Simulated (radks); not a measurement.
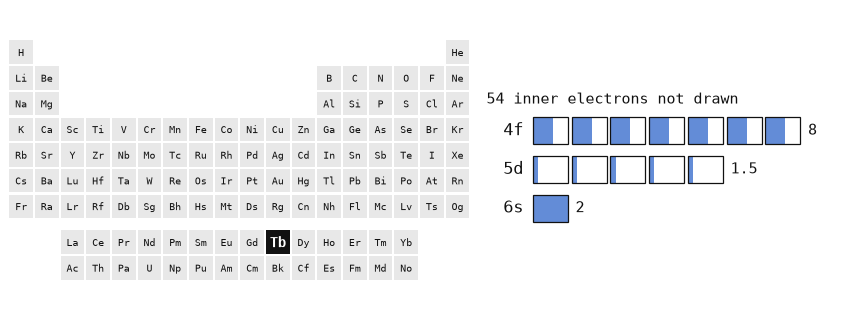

*Left, the place of terbium in the periodic table; right, the outer shells as the input fills them: a box for each of the 2l + 1 orbitals, shaded by the share of the shell that is filled, with the electron count at the right.*

# Atomic calculation, with input and output: Tb (charge -0.5)

Tb (charge -0.5), configuration [Xe] 4f8 5d1.5 6s2. Level asked for: scalar-relativistic Kohn-Sham, PBE, spin-unpolarised, spherical densities, point nucleus (radks).

### Input
```
Z 65
configuration [Xe] 4f8 5d1.5 6s2
relativity scalar-relativistic
functional pbe,pbe
spin unpolarised
nucleus point
c 137.035999084
```

Energies in input and log are in hartree, lengths in bohr.

Hardware: 1 CPU thread, shared host.

### Output
```
1s      1   2.0000       -1906.04348237
2s      1   2.0000        -316.09378372
2p      1   6.0000        -280.86974507
3s      1   2.0000         -70.26051499
3p      1   6.0000         -59.39997202
3d      1  10.0000         -45.25657893
4s      1   2.0000         -14.05236564
4p      1   6.0000         -10.47227258
4d      1  10.0000          -5.55898201
4f      1   8.0000          -0.23352624
5s      1   2.0000          -1.78773305
5p      1   6.0000          -0.92960424
5d      1   1.5000          -0.00640695
6s      1   2.0000          -0.08177579
Etot -11708.807861373563
Ekin 12603.707176284272
Encl -28610.2537983402
Eh 4553.35319777197
Exc -255.6144370896048
err 0.04172027628170081
it 146
```

### Outcome

```tsv
quantity	value
outcome	not converged
total energy	−11708.8079 hartree
kinetic energy	12603.7072 hartree
electron–nucleus energy	−28610.2538 hartree
Hartree energy	4553.3532 hartree
exchange–correlation energy	−255.614437 hartree
SCF iterations	146
wall time	1.6 s
```

### What went wrong

The run did not meet its convergence test in 146 iterations, so its last values are not results.
